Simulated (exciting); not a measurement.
Consider CeO2, space group Fm-3m.

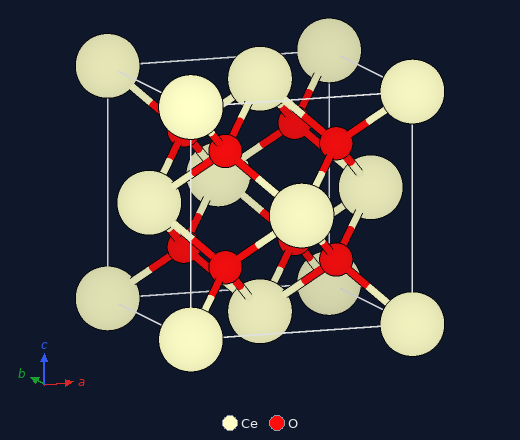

The structure (cerium light yellow, oxygen red). Some periodic images of atoms are drawn too.

```
Ce O
1.0
     0.00000    2.70365    2.70365
     2.70365    0.00000    2.70365
     2.70365    2.70365    0.00000
Ce O
1 2
Direct
  0.00000 0.00000 0.00000
  0.75000 0.75000 0.75000
  0.25000 0.25000 0.25000
```

Absorber: atom 1, with 8 O at 2.34 Å (cubic, site symmetry m-3m). Method: exciting, all-electron LAPW+lo, LDA, spinor conduction states, exchange and screened direct term (singlet BSE), 2×2×2 shifted k points, 40 conduction spinor bands, |G+q| up to 4 bohr⁻¹ (3.5 in the exchange term), full RPA screening with nempty = 49, Lorentzian half width 0.43 eV.

Q: What does the Ce M₄,₅ spectrum look like, and is there a bound core exciton?

Bound core exciton? Yes on this mesh: the first bright state (over 5 % of the brightest) lies at -3.80 eV from the Kohn–Sham onset and at -3.85 eV from the lowest bare transition of its own mesh; weaker or dark states reach down to -4.78 eV. Maxima (height): -3.2 eV (1.00) and 14.9 eV (0.66).

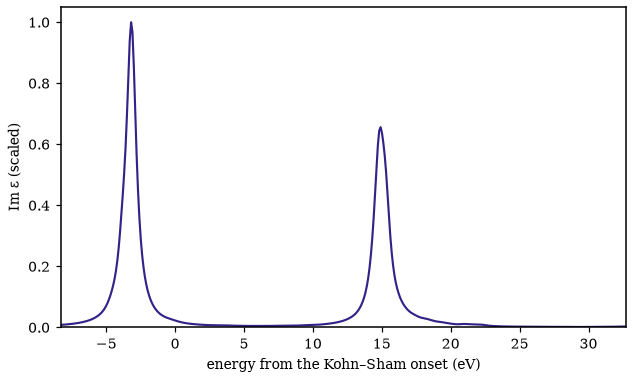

Energy from the Kohn–Sham onset, core level to the lowest empty state found on the meshes used; Im ε in relative units.

A mesh of 8 points doesn't converge binding energies, and the weak maxima beyond the white lines are largely noise of the mesh. The 3d–f Coulomb and exchange terms need higher kernel cutoffs, and a higher angular limit than lmaxemat = 3, so the multiplet shape isn't converged and the effect of exchange is likely too small. The zero comes from the unshifted 4×4×4 ground-state mesh; it is exact only where the band minimum lies on that mesh. The structure is a published determination, not relaxed.

[Banner, clock and machine lines of the logs are left out without a mark of their own.]

[Logs are printed without paths, hosts, clocks, repeated set-up lines and the standing remarks that a program may print on its own settings, such as how far it seeks lower states.]

[Hosts, paths, dates, database ids (printed as entryN), source tags and the programs' standing remarks are cut or masked in the printed files.]
